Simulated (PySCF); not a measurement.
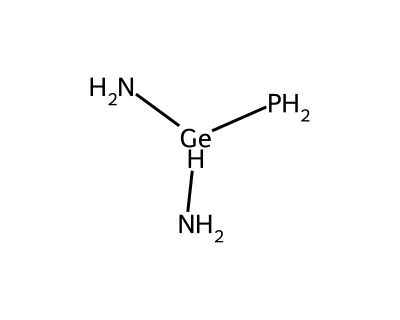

Simulated data, not a measurement (program: PySCF).

Q: Give its SMILES.

A: [NH2][GeH]([NH2])[PH2]

Q: Give the formula, hydrogens included.

A: GeH7N2P.

Q: An optimisation with PBE0-D3(BJ)/def2-SVP gave a structure of which point group?

A: C1.
